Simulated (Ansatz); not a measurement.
# CF− (triplet): the correlation ladder, aug-cc-pVDZ

How much of the correlation energy of CF− (triplet) does each wave-function method recover here?

Program: Ansatz 0.2.0, Gaussian basis. Level of theory: aug-cc-pVDZ, core rule «outside noble gas», up to 2 orbitals frozen. These are calculated values, not measurements.

Plan: UHF; CCSD(T) on ROHF; CCSD(T) on UHF; BCCD(T) on ROHF; CISD; CCSDT(Q) on ROHF; CCSDT(Q) on UHF; CASSCF and MRCISD+Q, 12 electrons in 8 orbitals; CASSCF and NEVPT2, 12 electrons in 8 orbitals.

11 further runs of the same task are left out: 4 that didn't finish, 7 set aside as unsound or not needed.

**1. What is computed**

The geometry is a PBE0/def2-TZVPD stationary point (not a proven minimum) of the parent state, kept for this charge and spin.

2 atoms, charge -1, spin multiplicity 3.

Atoms are counted from 1 here; the program's logs count them from 0.

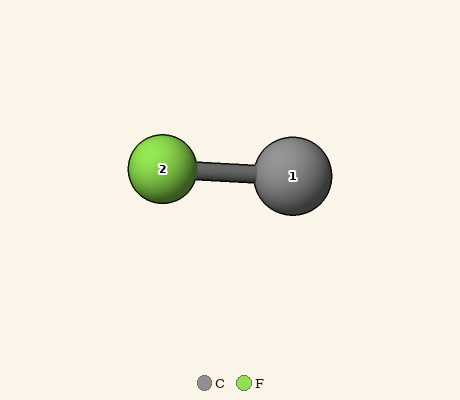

The structure; carbon grey, fluorine green; atoms are numbered from 1 in the order of the file.

In the tables R marks a restricted open-shell determinant and U an unrestricted one; 'valence' is the active space of 12 electrons in 8 orbitals; energies count from the table's Hartree-Fock row.

**2. UHF**

Input file in.yaml:

```yaml
crystal:
  periodic: [false, false, false]
  atoms:
    - {symbol: C, position_ang: [0.000000, 0.000000, 0.000000]}
    - {symbol: F, position_ang: [0.000000, 0.000000, 1.399100]}
basis:
  gaussian: {orbitals: aug-cc-pVDZ}
total_charge: -1
magnetization: {spin_polarized: true, initial_magnetization: 2}
hamiltonian: {xc: hf}
output: {orbitals: {seedname: orbitals}}
```

On the command line:

```bash
$ ansatz run in.yaml --threads 1 --pin off --events-out ev --progress --plain --max-ram 2393MiB
```

Output:

```text
Functional definition: HF
  name "HF"
  cite "Fock, Z. Phys. 61, 126 (1930) doi:10.1007/BF01340294"
  parent pbe
  exchange = exact_x
  correlation = 0
482 factors; their error is unknown
mean field evaluation 1: about -3725.1248 eV, gradient 3.8e1 eV
mean field evaluation 2: about -3729.9653 eV, gradient 3.0e1 eV
mean field evaluation 4: about -3732.7689 eV, gradient 2.5e0 eV
mean field evaluation 8: about -3732.9141 eV, gradient 1.3e-1 eV
mean field evaluation 16: about -3725.2456 eV, gradient 3.8e1 eV
mean field -3733.07666065 eV, -137.1880369088 hartree, gradient 2.5e-5 eV, S^2 2.029988; 0 other end points of the search recorded, 0 dependent functions left out
reference -3733.07666065 eV, -137.1880369088 hartree; 9, 7 occupied and 37, 39 virtual orbitals, 482 factors
Total energy: -3733.07666065 eV, -137.1880369088 hartree
```

It took 0.15 s on 1 thread of Arm Neoverse V1, shared host.

From the report: ⟨S²⟩ of the determinant 2.030 (pure triplet: 2.00).

**3. CCSD(T) on ROHF**

Input file in.yaml:

```yaml
crystal:
  periodic: [false, false, false]
  atoms:
    - {symbol: C, position_ang: [0.000000, 0.000000, 0.000000]}
    - {symbol: F, position_ang: [0.000000, 0.000000, 1.399100]}
basis:
  gaussian: {orbitals: aug-cc-pVDZ}
total_charge: -1
magnetization: {spin_polarized: false, initial_magnetization: 2}
correlation: {method: ccsd_t, electrons: outside_noble_gas}
output: {forces: true}
```

The command is unchanged.

Output, shortened:

```text
Functional definition: HF
  name "HF"
  cite "Fock, Z. Phys. 61, 126 (1930) doi:10.1007/BF01340294"
  parent pbe
[...]
451 factors; integrals over basis functions are off by at most 5.9e-4 eV
[...]
mean field -3732.87698661 eV, -137.1806990230 hartree, gradient 1.9e-6 eV, S^2 2.000000; 5 other end points of the search recorded, 0 dependent functions left out
determinant -3732.87698661 eV, -137.1806990230 hartree, with singles and doubles -3741.82080159 eV, -137.5093781612 hartree
determinant -3730.36473223 eV, -137.0883753776 hartree, with singles and doubles -3739.24121159 eV, -137.4145799774 hartree
determinant -3730.00809759 eV, -137.0752692962 hartree, with singles and doubles -3738.75248687 eV, -137.3966196749 hartree
determinant -3729.80494061 eV, -137.0678034148 hartree, with singles and doubles -3738.47404722 eV, -137.3863872066 hartree
2 core orbitals not correlated: weight in the atoms' cores, before any rotation towards them, 1.000 or more for the frozen orbitals, at most 0.000 for the correlated occupied ones
reference -3732.87698661 eV, -137.1806990230 hartree; 7, 5 occupied and 37, 39 virtual orbitals, 451 factors
second order -8.41294098 eV of doubles, -0.10152368 eV of singles
cycle   1  -8.94516187 eV  change   -1.3e-3 eV  update   1.2e-3
[...]
cycle   9  -8.94496346 eV  change    1.9e-6 eV  update   7.8e-7
perturbative correction -0.27354057 eV, -0.0100524307 hartree
[...]
Total energy: -3742.09549064 eV, -137.5194727976 hartree
Atom 0 at     0.000000     0.000000     0.000000 Å, force    -0.000000    -0.000000    -1.721192 eV/Å
Atom 1 at     0.000000     0.000000     1.399100 Å, force     0.000000     0.000000     1.721192 eV/Å
Dipole moment:     0.000000     0.000000     0.767142 e Å
```

It took 6.5 s on 1 thread of Arm Neoverse V1, shared host.

From the report: correlation -9.2185 eV; T1 0.028; largest double amplitude 0.04.

**4. CCSD(T) on UHF**

in.yaml: that of step 3 with these lines changed.

```diff
@@ -8,3 +8,3 @@
 total_charge: -1
-magnetization: {spin_polarized: false, initial_magnetization: 2}
+magnetization: {spin_polarized: true, initial_magnetization: 2}
 correlation: {method: ccsd_t, electrons: outside_noble_gas}
```

Launched as before.

Output, shortened:

```text
Functional definition: HF
  name "HF"
  cite "Fock, Z. Phys. 61, 126 (1930) doi:10.1007/BF01340294"
  parent pbe
[...]
451 factors; integrals over basis functions are off by at most 5.9e-4 eV
[...]
mean field -3733.07696330 eV, -137.1880480309 hartree, gradient 1.7e-6 eV, S^2 2.029989; 2 other end points of the search recorded, 0 dependent functions left out
determinant -3733.07696330 eV, -137.1880480309 hartree, with singles and doubles -3741.82329325 eV, -137.5094697279 hartree
determinant -3730.49081068 eV, -137.0930086751 hartree, with singles and doubles -3739.24303842 eV, -137.4146471119 hartree
determinant -3730.14331897 eV, -137.0802385901 hartree, with singles and doubles -3738.75525213 eV, -137.3967212964 hartree
2 core orbitals not correlated: weight in the atoms' cores, before any rotation towards them, 1.000 or more for the frozen orbitals, at most 0.000 for the correlated occupied ones
reference -3733.07696330 eV, -137.1880480309 hartree; 7, 5 occupied and 37, 39 virtual orbitals, 451 factors
second order -8.29195573 eV of doubles, -0.00000000 eV of singles
cycle   1  -8.74813597 eV  change   -1.8e-3 eV  update   1.4e-3
[...]
cycle   9  -8.74792008 eV  change    2.1e-6 eV  update   1.1e-6
perturbative correction -0.26897162 eV, -0.0098845248 hartree
[...]
Total energy: -3742.09385500 eV, -137.5194126890 hartree
Atom 0 at     0.000000     0.000000     0.000000 Å, force    -0.000000     0.000000    -1.720205 eV/Å
Atom 1 at     0.000000     0.000000     1.399100 Å, force     0.000000    -0.000000     1.720205 eV/Å
Dipole moment:    -0.000000    -0.000000     0.766445 e Å
```

Wall time 6 s (1 thread of Arm Neoverse V1, shared host).

From the report: ⟨S²⟩ of the determinant 2.030 (pure triplet: 2.00); correlation -9.0169 eV; T1 0.028; largest double amplitude 0.04.

**5. BCCD(T) on ROHF**

Input file in.yaml:

```yaml
crystal:
  periodic: [false, false, false]
  atoms:
    - {symbol: C, position_ang: [0.000000, 0.000000, 0.000000]}
    - {symbol: F, position_ang: [0.000000, 0.000000, 1.399100]}
basis:
  gaussian: {orbitals: aug-cc-pVDZ}
total_charge: -1
magnetization: {spin_polarized: false, initial_magnetization: 2}
correlation: {method: bccd_t, electrons: outside_noble_gas}
```

The command is unchanged.

Output, shortened:

```text
Functional definition: HF
  name "HF"
  cite "Fock, Z. Phys. 61, 126 (1930) doi:10.1007/BF01340294"
  parent pbe
[...]
451 factors; integrals over basis functions are off by at most 5.9e-4 eV
[...]
mean field -3732.87698661 eV, -137.1806990230 hartree, gradient 1.9e-6 eV, S^2 2.000000; 5 other end points of the search recorded, 0 dependent functions left out
determinant -3732.87698661 eV, -137.1806990230 hartree, with singles and doubles -3741.82080159 eV, -137.5093781612 hartree
determinant -3730.36473223 eV, -137.0883753776 hartree, with singles and doubles -3739.24121159 eV, -137.4145799774 hartree
determinant -3730.00809759 eV, -137.0752692962 hartree, with singles and doubles -3738.75248687 eV, -137.3966196749 hartree
determinant -3729.80494061 eV, -137.0678034148 hartree, with singles and doubles -3738.47404722 eV, -137.3863872066 hartree
2 core orbitals not correlated: weight in the atoms' cores, before any rotation towards them, 1.000 or more for the frozen orbitals, at most 0.000 for the correlated occupied ones
reference -3732.87698661 eV, -137.1806990230 hartree; 7, 5 occupied and 37, 39 virtual orbitals, 451 factors
second order -8.41294098 eV of doubles, -0.10152368 eV of singles
cycle   1  -8.90613421 eV  change    3.8e-2 eV  update   1.6e-2
[...]
cycle   9  -8.90614312 eV  change   -1.2e-6 eV  update   7.1e-6
perturbative correction -0.31651772 eV, -0.0116318118 hartree
Total energy: -3742.09964746 eV, -137.5196255578 hartree
```

Run time: 3.5 s. Hardware: 1 thread of Arm Neoverse V1, shared host.

From the report: correlation -9.2227 eV; largest double amplitude 0.04.

**6. CISD**

in.yaml: that of step 5 with these lines changed.

```diff
@@ -9,2 +9,2 @@
 magnetization: {spin_polarized: false, initial_magnetization: 2}
-correlation: {method: bccd_t, electrons: outside_noble_gas}
+correlation: {active_space: {ras: {orbitals: [5, 2, 37], electrons: 12, max_holes: 2, max_particles: 2}, fixed_orbitals: true}}
```

Same command.

Output:

```text
Functional definition: HF
  name "HF"
  cite "Fock, Z. Phys. 61, 126 (1930) doi:10.1007/BF01340294"
  parent pbe
  exchange = exact_x
  correlation = 0
451 factors; integrals over basis functions are off by at most 5.9e-4 eV
mean field evaluation 1: about -3724.3566 eV, gradient 4.8e1 eV
mean field evaluation 2: about -3724.3689 eV, gradient 4.8e1 eV
mean field evaluation 4: about -3732.6021 eV, gradient 7.2e0 eV
mean field evaluation 8: about -3732.8741 eV, gradient 4.8e-1 eV
mean field evaluation 16: about -3730.8852 eV, gradient 8.3e0 eV
mean field evaluation 32: about -3732.8687 eV, gradient 1.2e0 eV
mean field -3732.87698661 eV, -137.1806990230 hartree, gradient 1.9e-6 eV, S^2 2.000000; 2 other end points of the search recorded, 0 dependent functions left out
reference -3732.87698661 eV, -137.1806990230 hartree; 9, 7 occupied and 37, 39 virtual orbitals, 451 factors
state -3741.19484905 eV, -137.4863748295 hartree
Total energy: -3741.19484905 eV, -137.4863748295 hartree
```

Wall time 7 s (1 thread of Arm Neoverse V1, shared host).

From the report: 75,942 determinants.

**7. CCSDT(Q) on ROHF**

in.yaml: that of step 6 with these lines changed.

```diff
@@ -9,2 +9,2 @@
 magnetization: {spin_polarized: false, initial_magnetization: 2}
-correlation: {active_space: {ras: {orbitals: [5, 2, 37], electrons: 12, max_holes: 2, max_particles: 2}, fixed_orbitals: true}}
+correlation: {method: ccsdt_q, electrons: outside_noble_gas}
```

Same command.

Output, shortened:

```text
Functional definition: HF
  name "HF"
  cite "Fock, Z. Phys. 61, 126 (1930) doi:10.1007/BF01340294"
  parent pbe
[...]
736 factors; integrals over basis functions are off by at most 2.0e-7 eV
[...]
mean field -3732.87700000 eV, -137.1806995152 hartree, gradient 1.8e-6 eV, S^2 2.000000; 5 other end points of the search recorded, 0 dependent functions left out
determinant -3732.87700000 eV, -137.1806995152 hartree, with singles and doubles -3741.82084108 eV, -137.5093796124 hartree
determinant -3730.36474533 eV, -137.0883758589 hartree, with singles and doubles -3739.24124942 eV, -137.4145813675 hartree
determinant -3730.00810539 eV, -137.0752695827 hartree, with singles and doubles -3738.75251872 eV, -137.3966208457 hartree
determinant -3729.80495624 eV, -137.0678039892 hartree, with singles and doubles -3738.47469097 eV, -137.3864108639 hartree
2 core orbitals not correlated: weight in the atoms' cores, before any rotation towards them, 1.000 or more for the frozen orbitals, at most 0.000 for the correlated occupied ones
reference -3732.87700000 eV, -137.1806995152 hartree; 7, 5 occupied and 37, 39 virtual orbitals, 736 factors
second order -8.41297483 eV of doubles, -0.10152371 eV of singles
cycle   1  -8.61080157 eV  change   -9.4e-2 eV  update   1.0e-1
[...]
cycle  18  -9.24454875 eV  change    2.3e-7 eV  update   1.2e-6
perturbative correction -0.01172425 eV, -0.0004308582 hartree
Total energy: -3742.13327300 eV, -137.5208612738 hartree
```

It took 56 s on 1 thread of Arm Neoverse V1, shared host; peak memory 0.8 GiB.

From the report: correlation -9.2563 eV; T1 0.028; largest double amplitude 0.06.

**8. CCSDT(Q) on UHF**

in.yaml: that of step 7 with these lines changed.

```diff
@@ -8,3 +8,3 @@
 total_charge: -1
-magnetization: {spin_polarized: false, initial_magnetization: 2}
+magnetization: {spin_polarized: true, initial_magnetization: 2}
 correlation: {method: ccsdt_q, electrons: outside_noble_gas}
```

Launched as before.

Output, shortened:

```text
Functional definition: HF
  name "HF"
  cite "Fock, Z. Phys. 61, 126 (1930) doi:10.1007/BF01340294"
  parent pbe
[...]
736 factors; integrals over basis functions are off by at most 2.0e-7 eV
[...]
mean field -3733.07697695 eV, -137.1880485324 hartree, gradient 1.5e-6 eV, S^2 2.029989; 2 other end points of the search recorded, 0 dependent functions left out
determinant -3733.07697695 eV, -137.1880485324 hartree, with singles and doubles -3741.82333290 eV, -137.5094711850 hartree
determinant -3730.49082393 eV, -137.0930091620 hartree, with singles and doubles -3739.24307494 eV, -137.4146484542 hartree
determinant -3730.14332710 eV, -137.0802388888 hartree, with singles and doubles -3738.75528540 eV, -137.3967225191 hartree
2 core orbitals not correlated: weight in the atoms' cores, before any rotation towards them, 1.000 or more for the frozen orbitals, at most 0.000 for the correlated occupied ones
reference -3733.07697695 eV, -137.1880485324 hartree; 7, 5 occupied and 37, 39 virtual orbitals, 736 factors
second order -8.29198901 eV of doubles, -0.00000000 eV of singles
cycle   1  -8.38611090 eV  change   -9.4e-2 eV  update   1.0e-1
[...]
cycle  18  -9.04525209 eV  change    9.5e-7 eV  update   1.4e-6
perturbative correction -0.01675883 eV, -0.0006158757 hartree
Total energy: -3742.13898787 eV, -137.5210712914 hartree
```

Run time: 47 s. Hardware: 1 thread of Arm Neoverse V1, shared host; peak memory 0.62 GiB.

From the report: ⟨S²⟩ of the determinant 2.030 (pure triplet: 2.00); correlation -9.0620 eV; T1 0.028; largest double amplitude 0.06.

**9. CASSCF and MRCISD+Q, 12 electrons in 8 orbitals**

Input file in.yaml:

```yaml
crystal:
  periodic: [false, false, false]
  atoms:
    - {symbol: C, position_ang: [0.000000, 0.000000, 0.000000]}
    - {symbol: F, position_ang: [0.000000, 0.000000, 1.399100]}
basis:
  gaussian: {orbitals: aug-cc-pVDZ}
total_charge: -1
magnetization: {spin_polarized: false, initial_magnetization: 2}
correlation: {method: fic_mrcisd_q, electrons: outside_noble_gas, active_space: {window: {electrons: 12, orbitals: 8}, shells: [{species: C, l: s, shell: 2}, {species: C, l: p, shell: 2}, {species: F, l: s, shell: 2}, {species: F, l: p, shell: 2}]}}
```

Same command.

Output, shortened:

```text
Functional definition: HF
  name "HF"
  cite "Fock, Z. Phys. 61, 126 (1930) doi:10.1007/BF01340294"
  parent pbe
[...]
736 factors; integrals over basis functions are off by at most 2.0e-7 eV
[...]
mean field -3732.87700000 eV, -137.1806995152 hartree, gradient 1.8e-6 eV, S^2 2.000000; 2 other end points of the search recorded, 0 dependent functions left out
reference -3732.87700000 eV, -137.1806995152 hartree; 9, 7 occupied and 37, 39 virtual orbitals, 736 factors
state -3733.79461903 eV, -137.2144213926 hartree
contracted CI cycle   1: correlation 0.00000000 eV, 0.0000000000 hartree, residual 3.17e1 eV
contracted CI cycle   2: correlation -7.25912364 eV, -0.2667678732 hartree, residual 5.56e0 eV
contracted CI cycle   3: correlation -7.53708726 eV, -0.2769828480 hartree, residual 1.27e0 eV
contracted CI cycle   4: correlation -7.55535240 eV, -0.2776540795 hartree, residual 3.45e-1 eV
contracted CI cycle   5: correlation -7.55663213 eV, -0.2777011087 hartree, residual 9.56e-2 eV
contracted CI cycle   6: correlation -7.55673422 eV, -0.2777048605 hartree, residual 2.67e-2 eV
contracted CI cycle   7: correlation -7.55674219 eV, -0.2777051532 hartree, residual 7.13e-3 eV
contracted CI cycle   8: correlation -7.55674278 eV, -0.2777051751 hartree, residual 1.93e-3 eV
contracted CI cycle   9: correlation -7.55674283 eV, -0.2777051767 hartree, residual 4.99e-4 eV
state -3733.79461903 eV, -137.2144213926 hartree; corrected -3741.98394782 eV, -137.5153736744 hartree
Total energy: -3741.98394782 eV, -137.5153736744 hartree
Checks for a lower state left out: starts, orbital_swaps
```

It took 2 s on 1 thread of Arm Neoverse V1, shared host.

From the report: 192 determinants; active occupations 2.00, 2.00, 2.00, 2.00, 1.97, 1.00, 1.00, 0.03.

**10. CASSCF and NEVPT2, 12 electrons in 8 orbitals**

Input file in.yaml:

```yaml
crystal:
  periodic: [false, false, false]
  atoms:
    - {symbol: C, position_ang: [0.000000, 0.000000, 0.000000]}
    - {symbol: F, position_ang: [0.000000, 0.000000, 1.399100]}
basis:
  gaussian: {orbitals: aug-cc-pVDZ}
total_charge: -1
magnetization: {spin_polarized: false, initial_magnetization: 2}
correlation: {method: sc_nevpt2, electrons: outside_noble_gas, active_space: {window: {electrons: 12, orbitals: 8}, shells: [{species: C, l: s, shell: 2}, {species: C, l: p, shell: 2}, {species: F, l: s, shell: 2}, {species: F, l: p, shell: 2}]}}
```

Launched as before.

Output:

```text
Functional definition: HF
  name "HF"
  cite "Fock, Z. Phys. 61, 126 (1930) doi:10.1007/BF01340294"
  parent pbe
  exchange = exact_x
  correlation = 0
736 factors; integrals over basis functions are off by at most 2.0e-7 eV
mean field evaluation 1: about -3724.3568 eV, gradient 4.8e1 eV
mean field evaluation 2: about -3724.3708 eV, gradient 4.8e1 eV
mean field evaluation 4: about -3732.6024 eV, gradient 7.3e0 eV
mean field evaluation 8: about -3732.8741 eV, gradient 4.8e-1 eV
mean field evaluation 16: about -3730.8859 eV, gradient 8.3e0 eV
mean field evaluation 32: about -3732.8684 eV, gradient 1.2e0 eV
mean field -3732.87700000 eV, -137.1806995152 hartree, gradient 1.8e-6 eV, S^2 2.000000; 2 other end points of the search recorded, 0 dependent functions left out
reference -3732.87700000 eV, -137.1806995152 hartree; 9, 7 occupied and 37, 39 virtual orbitals, 736 factors
state -3733.79461903 eV, -137.2144213926 hartree
state -3733.79461903 eV, -137.2144213926 hartree; corrected -3740.67304986 eV, -137.4671990632 hartree
Total energy: -3740.67304986 eV, -137.4671990632 hartree
Checks for a lower state left out: starts, orbital_swaps
```

It took 0.84 s on 1 thread of Arm Neoverse V1, shared host.

From the report: 192 determinants; active occupations 2.00, 2.00, 2.00, 2.00, 1.97, 1.00, 1.00, 0.03.

**11. Natural occupations**

Natural occupations of the CASSCF valence state about the gap (report; correlated orbitals 3 to 8): 1.996, 1.996, 1.974, 1.004, 1.004, 0.030. The count of effectively unpaired electrons, Σ n²(2 − n)², is 2.01; a single determinant of this spin has 2.

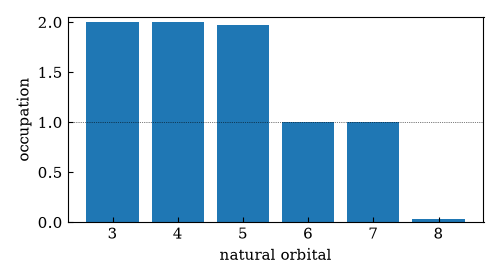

Natural occupations of the CASSCF valence state.

**12. Misses and costs**

The yardstick is UCCSDT(Q), where the cluster series has nearly closed. Rows without a time come out of other runs: HF, MP2 and CCSD of CCSD(T), CCSDT of CCSDT(Q), CASSCF and MRCISD of the multireference runs. The times of RCCSD(T), UCCSD(T) include forces.

Differences are taken before rounding.

```csv
method,energy from the lowest RHF (kcal/mol),from UCCSDT(Q) (kcal/mol),time
RHF,0.00,+213.59,
UHF,-4.61,+208.98,
RMP2,-196.35,+17.24,
UMP2,-195.83,+17.76,
CISD,-191.81,+21.77,7 s
RCCSD,-206.28,+7.31,
UCCSD,-206.34,+7.24,
RCCSD(T),-212.58,+1.00,6.5 s
UCCSD(T),-212.55,+1.04,6 s
BCCD(T),-212.68,+0.91,3.5 s
RCCSDT,-213.18,+0.40,
UCCSDT,-213.20,+0.39,
RCCSDT(Q),-213.46,+0.13,56 s
UCCSDT(Q),-213.59,0,47 s
CASSCF valence,-21.16,+192.43,
NEVPT2 valence,-179.78,+33.81,0.84 s
MRCISD valence,-195.42,+18.16,
MRCISD+Q valence,-210.01,+3.58,2 s
```

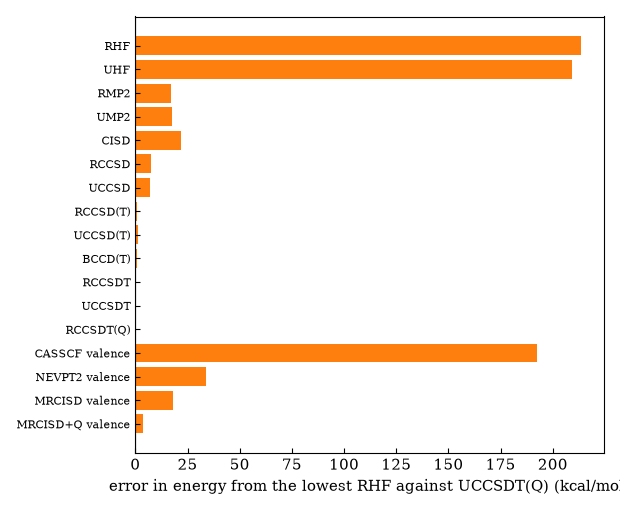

How far each level lands from UCCSDT(Q).

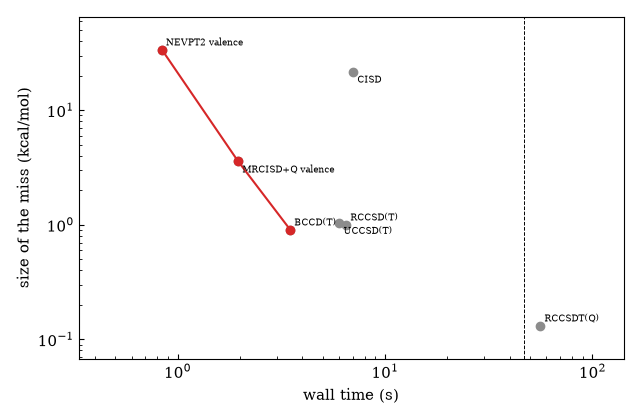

Accuracy for the time spent; red marks the levels that beat every quicker one drawn (of those quicker than the yardstick), and the dashed line is the time of UCCSDT(Q). Times are from a shared host.

**13. What came out**

| quantity | value |
| --- | --- |
| UCCSDT(Q) below the RHF energy | -9.2620 eV |
| RMP2 from UCCSDT(Q) | +17.24 kcal/mol |
| UMP2 from UCCSDT(Q) | +17.76 kcal/mol |
| RCCSD from UCCSDT(Q) | +7.31 kcal/mol |
| RCCSD(T) from UCCSDT(Q) | +1.00 kcal/mol |
| UCCSD(T) from UCCSDT(Q) | +1.04 kcal/mol |
| RCCSDT(Q) from UCCSDT(Q) | +0.13 kcal/mol |
| NEVPT2 valence from UCCSDT(Q) | +33.81 kcal/mol |
| MRCISD+Q valence from UCCSDT(Q) | +3.58 kcal/mol |
| levels within 1 kcal/mol (43 meV) | BCCD(T), RCCSDT, UCCSDT, RCCSDT(Q) |
| T1 diagnostic | 0.028 |
| effectively unpaired electrons | 2.01 |

**Reading.** RCCSD(T) lands +1.00 kcal/mol from the yardstick (0.5 % of the correlation energy). One determinant dominates. Of the multireference levels listed MRCISD+Q valence comes nearest in total energy (+3.58 kcal/mol), which doesn't show that its space is the better one. These misses are within one basis, not against nature; the frozen cores of restricted and unrestricted runs differ, which can shift their rows.

For cost: BCCD(T) gets within 0.91 kcal/mol in 3.5 s, where UCCSDT(Q) took 47 s; the quickest level in the cost chart, NEVPT2 valence, takes 0.84 s and misses by 33.81 kcal/mol.
